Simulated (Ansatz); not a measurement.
Cost and result by functional for the ionisation potential of the (110) surface of tetragonal HfO2 (a metastable polymorph) in its 1x1 cell (cut with top plane 2 Hf, bottom plane 2 Hf), relaxed from an ideal cut (the real face may reconstruct), outermost plane spacing 1.27 Å in the ideal cut (one of several cuts of this face), with 2 Hf a cell over the bulk's ratio, in Ansatz (plane waves, PAW). Single points on the PBE structure, on one kind of machine; costs are rough ratios of the slab run's core time (references not counted) to the cheapest single point. r2SCAN's cost holds its higher cutoff (500 against 420 eV). Differences are taken against r2SCAN for comparison alone: no measured value is at hand, so the table doesn't rank accuracy.

Slab: 32 atoms, Hf12O20, 12.7 Å thick at the start; k 5x5x1, smearing 0.025 eV, dipole-corrected; all atoms relaxed; held to the start's symmetry, so lower structures may exist; no spin, no spin-orbit, no U. These notes are the PBE run's.

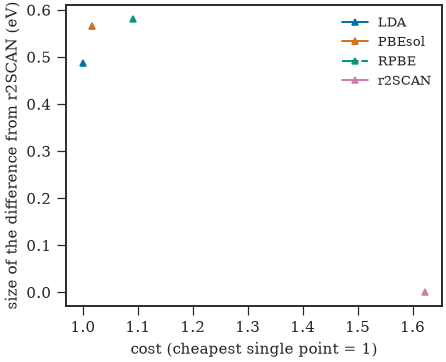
Figure. Difference from r2SCAN against cost

```json
[
 {"functional": "LDA", "relative cost": "1", "ionisation potential (eV)": "8.84", "less r2SCAN (eV)": "-0.49"},
 {"functional": "PBEsol", "relative cost": "1", "ionisation potential (eV)": "8.76", "less r2SCAN (eV)": "-0.56"},
 {"functional": "RPBE", "relative cost": "1", "ionisation potential (eV)": "8.74", "less r2SCAN (eV)": "-0.58"},
 {"functional": "r2SCAN", "relative cost": "2", "ionisation potential (eV)": "9.33", "less r2SCAN (eV)": "0.00"},
 {"functional": "PBE (the relaxed run's value)", "relative cost": "–", "ionisation potential (eV)": "8.78", "less r2SCAN (eV)": "-0.54"}
]
```

The values span 0.58 eV, while the single points' costs differ by a factor of roughly 2. Differences are of unrounded values.

Ansatz is an electronic-structure program.
